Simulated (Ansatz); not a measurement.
## Electronic structure of AlBH5Si (SMILES [BH2][AlH][SiH2]) (doublet) in real space

The calculation's input:

```
crystal:
  periodic: [false, false, false]
  atoms:
    - { symbol: B, position_ang: [-1.1746, 1.04426, -1.21046] }
    - { symbol: Al, position_ang: [-0.02859, 0.87044, 0.44211] }
    - { symbol: Si, position_ang: [1.08503, -1.21456, 0.98112] }
    - { symbol: H, position_ang: [-0.68051, 1.16516, -2.28109] }
    - { symbol: H, position_ang: [-2.28227, 0.62212, -1.22711] }
    - { symbol: H, position_ang: [0.41222, 1.81381, 1.646] }
    - { symbol: H, position_ang: [2.24359, -1.81561, 0.27094] }
    - { symbol: H, position_ang: [0.42513, -2.48562, 1.3785] }
magnetization:
  spin_polarized: true
  initial_magnetization: 1
basis:
  gaussian: { orbitals: def2-SVP }
hamiltonian:
  xc: pbe
relax:
  f_tol: 0.015
  max_steps: 40
output:
  orbitals: {}
```

Command:

```sh
ansatz run input.yaml --threads 2 --pin off --max-ram 3072MiB --backend cpu --events-out ev --progress --plain --runs-dir out
```

The fields are those of the run's last geometry, not of the input's.

These are results of Ansatz 0.2.0, UKS PBE/def2-SVP, not measurements.

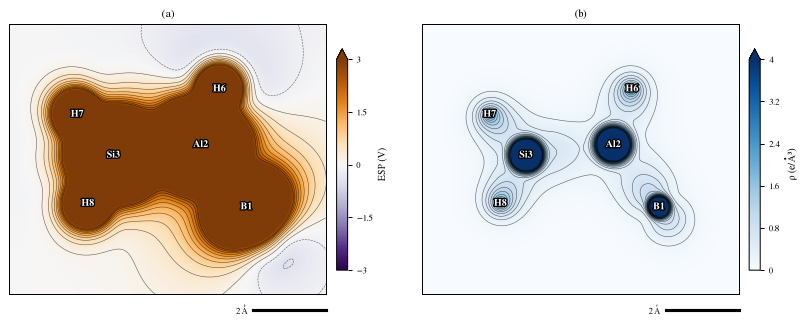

Figure 1. (a) molecular electrostatic potential; (b) electron density on the plane of atoms B1, Al2 and H6.

Question: Read the bonding off the picture.

Answer: Atoms in the plane: B, Al, Si and H.
Al–B (2.12 Å): the density is about 0.58 e/Å³ at the midpoint.
Al–Si (2.40 Å): the density is about 0.49 e/Å³ at the midpoint.
Si–H (1.51 Å): ρ at the midpoint is about 0.74 e/Å³.
Al–H (1.61 Å): ρ at the midpoint is about 0.51 e/Å³.
Outside the dense part of the molecule the potential is most negative (−0.4 V) near H4, which lies off the plane.

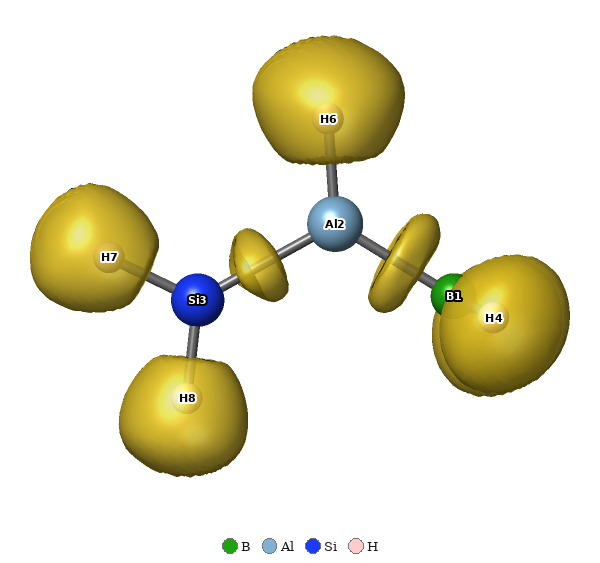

Figure 2. Isosurface of the electron localisation function at 0.9 (yellow), seen across its widest extent. Only the valence region is drawn (cores and ρ < 0.01 e/Å³ removed).

Question: Where are the electrons localised?

Answer: The surface consists of one region between bonded Al–B atoms (shared pairs), one region between bonded Al–Si atoms (shared pairs) and five regions around hydrogen nuclei. Along the contacts the grid gives the following. Al–B (2.12 Å): the ELF peaks at about 1 between the atoms, as expected for localised, covalent bonding. Al–Si (2.40 Å): the ELF peaks at about 0.95 between the atoms; a shared electron pair.

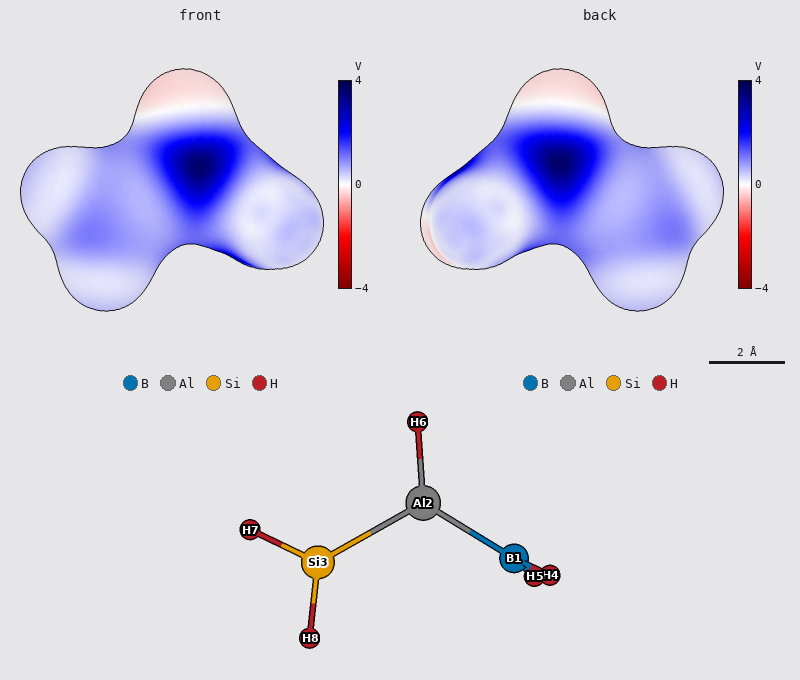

Figure 3. The molecular electrostatic potential painted on the density surface at 0.004 e/bohr³, seen from the front and from behind; red is negative and blue positive. The bare structure is drawn below in the same view.

Question: Which sites attract a positive test charge, and which a negative one?

Answer: A positive charge is drawn to the negative regions and a negative charge to the positive ones. The most negative region (about −0.3 V) lies over H6, the most positive (about +3.5 V) over Al2.
